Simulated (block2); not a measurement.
**CHFO (formyl fluoride): DMRG/STO-6G**

What is the vertical singlet–triplet gap of CHFO (formyl fluoride) at DMRG/STO-6G? 

Program for the calculation: block2 0.5.4.

4 further runs of the same task are left out: 2 that didn't finish, 2 set aside as unsound or not needed.

### Step 1. Starting point

CHFO has 4 atoms, charge 0, and is taken as a singlet. As SMILES, `O=CF`. The shape is that of a PBE0-D4/def2-TZVP optimisation.

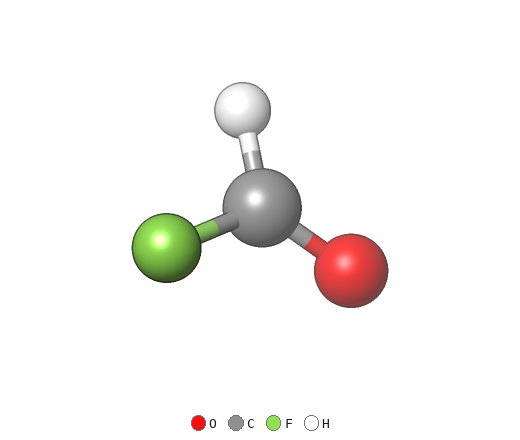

The structure, seen from a chosen angle (oxygen red, carbon grey, fluorine green, hydrogen white).

### Step 2. The energy at DMRG/STO-6G

Contents of job.py:

```python
import numpy as np
from pyscf import cc, dft, gto, mcscf, mp, scf
from pyblock2._pyscf.ao2mo import integrals as itg
from pyblock2.driver.core import DMRGDriver, SymmetryTypes

mol = gto.M(atom="""
O     -0.889340     0.201180     0.827740
C     -0.046400     0.067520     0.021620
F      0.585200    -1.091810    -0.181820
H      0.350540     0.823120    -0.667550
""", basis="sto-6g", verbose=4, max_memory=2000)
print("nao                           : %d" % (mol.nao))
mf = scf.RHF(mol)
mf.conv_tol = 1e-10
mf.max_cycle = 200
mf.kernel()
if not mf.converged:
    mf = mf.newton().run(mf.mo_coeff, mf.mo_occ)
print(f"SCF energy                    : {mf.e_tot:.10f}")
# MP2, CCSD and CCSD(T) with the same frozen core
ref = mf
pt = mp.MP2(ref, frozen=3).run()
mycc = cc.CCSD(ref, frozen=3)
mycc.max_cycle = 150
mycc.kernel()
print(f"MP2 total energy              : {pt.e_tot:.10f}")
if mycc.converged:
    print("CCSD total energy             : %.10f" % (mycc.e_tot))
    print(f"E(CCSD(T))                    : {mycc.e_tot + mycc.ccsd_t():.10f}")
    print("T1 diagnostic                 : %.4f" % (mycc.get_t1_diagnostic()))
# a few density functionals on the same geometry and basis
ks = dft.RKS(mol, xc="tpssh").set(conv_tol=1e-9, verbose=3).run()
if ks.converged:
    print("E(TPSSh)                      : %.8f" % (ks.e_tot))
ks = dft.RKS(mol, xc="wb97x").set(conv_tol=1e-9, verbose=3).run()
if ks.converged:
    print(f"E(wB97X)                      : {ks.e_tot:.8f}")
ks = dft.RKS(mol, xc="blyp").set(conv_tol=1e-9, verbose=3).run()
if ks.converged:
    print("E(BLYP)                       : %.8f" % (ks.e_tot))
# rotate to MP2 natural orbitals
occ_no, mo = mcscf.addons.make_natural_orbitals(mp.MP2(mf, frozen=3).run())
mf.mo_coeff = mo
ncas, n_elec, spin, ecore, h1e, g2e, orb_sym = itg.get_rhf_integrals(mf, ncore=3, ncas=13, pg_symm=False, g2e_symm=1)
driver = DMRGDriver(scratch="./tmp", symm_type=SymmetryTypes.SU2, stack_mem=1500 << 20, n_threads=1)
# order the orbitals along the chain
idx = driver.orbital_reordering(h1e, g2e, method="fiedler")
print("orbital order:", idx.tolist())
h1e = h1e[np.ix_(idx, idx)]
g2e = g2e[np.ix_(idx, idx, idx, idx)]
orb_sym = np.array(orb_sym)[idx]
driver.initialize_system(n_sites=ncas, n_elec=n_elec, spin=spin, orb_sym=orb_sym)
mpo = driver.get_qc_mpo(h1e=h1e, g2e=g2e, ecore=ecore, iprint=1)
ket = driver.get_random_mps(tag="GS", bond_dim=25, nroots=1)
bond_dims = [25] * 2 + [50] * 2 + [100] * 2
noises = [0.0001] * 2 + [0.0001] * 2 + [1e-05] * 2 + [0]
thrds = [1e-08] * 6
e = driver.dmrg(mpo, ket, n_sweeps=12, tol=1e-06, bond_dims=bond_dims, noises=noises, thrds=thrds, iprint=1)
ms, dws, es = driver.get_dmrg_results()
print("discarded weight              : %.3e" % (dws[-1]))
print("E(final)                      : %.10f" % (e))
dm1 = driver.get_1pdm(ket)
print("occupation numbers            :", np.round(np.linalg.eigvalsh(dm1)[::-1], 5).tolist())
c_act = mf.mo_coeff[:, 3:16][:, idx]
dm_ao = c_act @ dm1 @ c_act.T + 2 * mf.mo_coeff[:, :3] @ mf.mo_coeff[:, :3].T
print("dipole moment (debye)         :", np.round(scf.hf.dip_moment(mol, dm_ao, verbose=0), 4).tolist())
print(f"largest bipartite entropy     : {max(driver.get_bipartite_entanglement(ket)):.4f}")
csf, coef = driver.get_csf_coefficients(ket, cutoff=0.05, iprint=1)
print(f"c0^2                          : {np.max(np.abs(coef)) ** 2:.4f}")
# FCI check
ci = mcscf.CASCI(mf, 13, (9, 9))
ci.fix_spin_(ss=0)
ci.fcisolver.conv_tol = 1e-10
ci.fcisolver.max_cycle = 200
ci.kernel()
print("exact diagonalisation         : %.10f" % (ci.e_tot))
```

Launch:

```bash
python job.py
```

What it wrote:

```text
[INPUT] verbose = 4
[INPUT] num. atoms = 4
[INPUT] num. electrons = 24
[INPUT] charge = 0
[INPUT] spin (= nelec alpha-beta = 2S) = 0
[INPUT] symmetry False subgroup None
[INPUT] Mole.unit = angstrom
[INPUT] Symbol           X                Y                Z      unit          X                Y                Z       unit  Magmom
[INPUT]  1 O     -0.889340000000   0.201180000000   0.827740000000 AA   -1.680609031621   0.380175101740   1.564201902347 Bohr   0.0
[INPUT]  2 C     -0.046400000000   0.067520000000   0.021620000000 AA   -0.087683292180   0.127594307931   0.040855878813 Bohr   0.0
[INPUT]  3 F      0.585200000000  -1.091810000000  -0.181820000000 AA    1.105867728095  -2.063221880061  -0.343590003968 Bohr   0.0
[INPUT]  4 H      0.350540000000   0.823120000000  -0.667550000000 AA    0.662424595705   1.555471367652  -1.261486674453 Bohr   0.0

[... 50 lines left out ...]
converged SCF energy = -211.835178856187
[... 23 lines left out ...]
Init t2, MP2 energy = -211.967415625757  E_corr(MP2) -0.132236769569735
[... 14 lines left out ...]
MP2 total energy              : -211.9674156255
[... 13 lines left out ...]
converged SCF energy = -212.826609346457
[... 21 lines left out ...]
converged SCF energy = -212.731808464856
[... 11 lines left out ...]
integral symmetrize error =  0.0
integral cutoff error =  0.0
[... 49 lines left out ...]
E(final)                      : -211.9962046036
[... 6 lines left out ...]
Sum of weights of included CSF =    0.953039481671690
[... 1 line left out ...]
CSF          0 0202202022222  =    0.949152669564344
CSF          1 0202202202222  =   -0.171927039613330
CSF          2 02022+-+-2222  =   -0.066545317343001
CSF          3 02+2-02+-2222  =    0.065336744518342
CSF          4 020+2-2+2222-  =    0.061047486975332
CSF          5 0202+-2+2222-  =    0.060123727399208
CSF          6 0202202+2222-  =   -0.057398841303859
CSF          7 02+-202+-2222  =   -0.057064261060905
c0^2                          : 0.9009

******** <class 'pyscf.mcscf.casci.CASCI'> ********
CAS (9e+9e, 13o), ncore = 3, nvir = 0
natorb = False
canonicalization = True
sorting_mo_energy = False
max_memory 2000 MB (current use 296 MB)
******** <class 'pyscf.fci.addons.SpinPenaltyFCISolver'> ********
max. cycles = 200
conv_tol = 1e-10
davidson only = True
linear dependence = 1e-12
level shift = 0.001
max iter space = 12
max_memory 2000 MB
nroots = 1
pspace_size = 400
spin = None
Density matrix diagonal elements [1.99945504 1.99742616 1.99716547 1.98358796 1.98184536 1.98364683
 1.97059446 1.97168636 1.91488601 0.10362675 0.04614626 0.02503643
 0.02489693]
CASCI converged
CASCI E = -211.996221832601  E(CI) = -82.4802173261159  S^2 = 0.0000000
exact diagonalisation         : -211.9962218326
```

Wall time 37 s (1 thread of Arm Neoverse V1, shared host); peak memory 0.36 GiB.

### Step 3. The triplet: a single-point energy at DMRG/STO-6G

Contents of dmrg.py:

```python
import numpy as np
from pyscf import cc, dft, gto, mcscf, mp, scf
from pyblock2._pyscf.ao2mo import integrals as itg
from pyblock2.driver.core import DMRGDriver, SymmetryTypes

geom = [
    ("O", (-0.889340, 0.201180, 0.827740)),
    ("C", (-0.046400, 0.067520, 0.021620)),
    ("F", (0.585200, -1.091810, -0.181820)),
    ("H", (0.350540, 0.823120, -0.667550)),
]
mol = gto.M(
    atom=geom,
    basis="sto-6g",
    spin=2,
    verbose=3,
)
print("basis functions = %d" % (mol.nao))
mf = scf.ROHF(mol)
mf.conv_tol = 1e-10
mf.max_cycle = 200
mf.kernel()
if not mf.converged:
    mf = mf.newton().run(mf.mo_coeff, mf.mo_occ)
print("SCF energy = %.10f" % (mf.e_tot))
# MP2, CCSD and CCSD(T) with the same frozen core
ref = scf.UHF(mol).run(mf.make_rdm1(), conv_tol=1e-10)
pt = mp.MP2(ref, frozen=3).run()
mycc = cc.CCSD(ref, frozen=3)
mycc.max_cycle = 150
mycc.kernel()
print("E(MP2) = %.10f" % (pt.e_tot))
if mycc.converged:
    print("CCSD total energy = %.10f" % (mycc.e_tot))
    print(f"CCSD(T) total energy = {mycc.e_tot + mycc.ccsd_t():.10f}")
# a few density functionals on the same geometry and basis
ks = dft.UKS(mol, xc="tpssh").set(conv_tol=1e-9, verbose=3).run(mf.make_rdm1())
if ks.converged:
    print("E(TPSSh) = %.8f" % (ks.e_tot))
ks = dft.UKS(mol, xc="wb97x").set(conv_tol=1e-9, verbose=3).run(mf.make_rdm1())
if ks.converged:
    print(f"E(wB97X) = {ks.e_tot:.8f}")
ks = dft.UKS(mol, xc="blyp").set(conv_tol=1e-9, verbose=3).run(mf.make_rdm1())
if ks.converged:
    print(f"E(BLYP) = {ks.e_tot:.8f}")
# rotate to MP2 natural orbitals
occ_no, mo = mcscf.addons.make_natural_orbitals(mp.MP2(mf.to_uhf(), frozen=3).run())
mf.mo_coeff = mo
ncas, n_elec, spin, ecore, h1e, g2e, orb_sym = itg.get_rhf_integrals(mf, ncore=3, ncas=13, pg_symm=False, g2e_symm=1)
drv = DMRGDriver(scratch="./tmp", symm_type=SymmetryTypes.SU2, stack_mem=1500 << 20, n_threads=1)
# orbital ordering
idx = drv.orbital_reordering(h1e, g2e, method="fiedler")
print("orbital order:", idx.tolist())
h1e = h1e[np.ix_(idx, idx)]
g2e = g2e[np.ix_(idx, idx, idx, idx)]
orb_sym = np.array(orb_sym)[idx]
drv.initialize_system(n_sites=ncas, n_elec=n_elec, spin=spin, orb_sym=orb_sym)
mpo = drv.get_qc_mpo(h1e=h1e, g2e=g2e, ecore=ecore, iprint=1)
occs = np.array([1.8] * 8 + [1.0] * 2 + [0.2] * 3)[idx]
mps = drv.get_random_mps(tag="GS", bond_dim=50, nroots=1, occs=occs)
bond_dims = [50] * 2 + [75] * 2 + [100] * 4
noises = [0.0001] * 2 + [0.0001] * 2 + [1e-05] * 4 + [0]
thrds = [1e-09] * 8
e = drv.dmrg(mpo, mps, n_sweeps=14, tol=1e-06, bond_dims=bond_dims, noises=noises, thrds=thrds, iprint=1)
ms, dws, es = drv.get_dmrg_results()
print("max discarded weight = %.3e" % (dws[-1]))
print("total energy = %.10f" % (e))
dm1 = drv.get_1pdm(mps)
print("occupation numbers =", np.round(np.linalg.eigvalsh(dm1)[::-1], 5).tolist())
c_act = mf.mo_coeff[:, 3:16][:, idx]
dm_ao = c_act @ dm1 @ c_act.T + 2 * mf.mo_coeff[:, :3] @ mf.mo_coeff[:, :3].T
print("dipole / D =", np.round(scf.hf.dip_moment(mol, dm_ao, verbose=0), 4).tolist())
print("max block entropy = %.4f" % (max(drv.get_bipartite_entanglement(mps))))
csf, coef = drv.get_csf_coefficients(mps, cutoff=0.08, iprint=1)
print("c0^2 = %.4f" % (np.max(np.abs(coef)) ** 2))
# FCI check
ci = mcscf.CASCI(mf, 13, (10, 8))
ci.fix_spin_(ss=2)
ci.fcisolver.conv_tol = 1e-10
ci.fcisolver.max_cycle = 200
ci.kernel()
print("exact diagonalisation = %.10f" % (ci.e_tot))
```

Launch:

```bash
python dmrg.py
```

What it wrote:

```text
basis functions = 16
converged SCF energy = -211.706027458307
SCF energy = -211.7060274583
converged SCF energy = -211.708440752299  <S^2> = 2.004746  2S+1 = 3.0031623
E(UMP2) = -211.776774966177  E_corr = -0.0683342138784874
E(SCS-UMP2) = -211.77986433882  E_corr = -0.0714235865209698
E(UCCSD) = -211.8022916338456  E_corr = -0.09385088154698638
E(MP2) = -211.7767749662
CCSD total energy = -211.8022916338
UCCSD(T) correction = -0.00213614738727783
CCSD(T) total energy = -211.8044277812

WARN: HOMO -0.00213141182889653 >= LUMO -0.105565009111642

WARN: HOMO 0.0206313927393825 >= LUMO -0.103944288256563

WARN: HOMO 0.0069850621167612 >= LUMO -0.113946084521523

WARN: HOMO 0.00700381729384603 >= LUMO -0.111269750802388

WARN: HOMO 0.00742428805346784 >= LUMO -0.112122030263622

WARN: HOMO 0.00753268132968654 >= LUMO -0.112045601070353

[... 4 lines left out ...]
WARN: HOMO 0.00753511007323282 >= LUMO -0.112015195996423
[... 5 lines left out ...]
converged SCF energy = -212.581137277307  <S^2> = 2.0017259  2S+1 = 3.0011504
[... 6 lines left out ...]
WARN: HOMO 0.134733031328957 >= LUMO -0.0797097418420195
[... 5 lines left out ...]
WARN: HOMO 0.0489650176981478 >= LUMO -0.139786463928411
[... 5 lines left out ...]
WARN: HOMO 0.0499943068512669 >= LUMO -0.139098682321695
[... 5 lines left out ...]
WARN: HOMO 0.0500051472425839 >= LUMO -0.139088953280011
[... 6 lines left out ...]
integral symmetrize error =  0.0
integral cutoff error =  0.0
[... 39 lines left out ...]
Sweep =    6 | Direction =  forward | Bond dimension =  100 | Noise =  1.00e-05 | Dav threshold =  1.00e-09
Time elapsed =     12.649 | E =    -211.8049758212 | DE = -1.40e-05 | DW = 2.75877e-05

Sweep =    7 | Direction = backward | Bond dimension =  100 | Noise =  1.00e-05 | Dav threshold =  1.00e-09
Time elapsed =     15.043 | E =    -211.8049862319 | DE = -1.04e-05 | DW = 2.74168e-05

Sweep =    8 | Direction =  forward | Bond dimension =  100 | Noise =  0.00e+00 | Dav threshold =  1.00e-07
Time elapsed =     16.996 | E =    -211.8049867312 | DE = -4.99e-07 | DW = 2.67191e-05

max discarded weight = 2.672e-05
total energy = -211.8049867312
occupation numbers = [1.99907, 1.99783, 1.99697, 1.99356, 1.98665, 1.98458, 1.97437, 1.96173, 1.0169, 1.00699, 0.03842, 0.02522, 0.01772]
dipole / D = [0.1826, 0.5596, -0.3972]
max block entropy = 0.3091
mps center changed (temporarily)
DTRIE T =      0.001
Number of CSF =          1 (cutoff =      0.08)
Sum of weights of included CSF =    0.932696721283814

CSF          0 2020-22-02222  =   -0.965762248839648
c0^2 = 0.9327
CASCI E = -211.805150459081  E(CI) = -82.2892998862428  S^2 = 2.0000000
exact diagonalisation = -211.8051504591
```

It took 43 s on 1 thread of Arm Neoverse V1, shared host; peak memory 0.33 GiB.

### Step 4. Results

Level: DMRG/STO-6G, 3 core orbitals frozen.

| quantity | value |
| --- | --- |
| run 1, DMRG/STO-6G: total energy | -211.99620 Eh |
| run 1, DMRG/STO-6G: dipole moment (of the density that the program reports) | 1.17 D |
| run 1, DMRG/STO-6G: T1 diagnostic of the CCSD step | 0.013 |
| triplet: total energy | -211.80499 Eh |
| triplet: dipole moment (of the density that the program reports) | 0.71 D |
| vertical energy of the triplet above the singlet | 5.203 eV |

At this shape the triplet lies 5.20 eV (502 kJ/mol) above the singlet. In a minimal basis such a difference can be off by several eV, whatever the method.
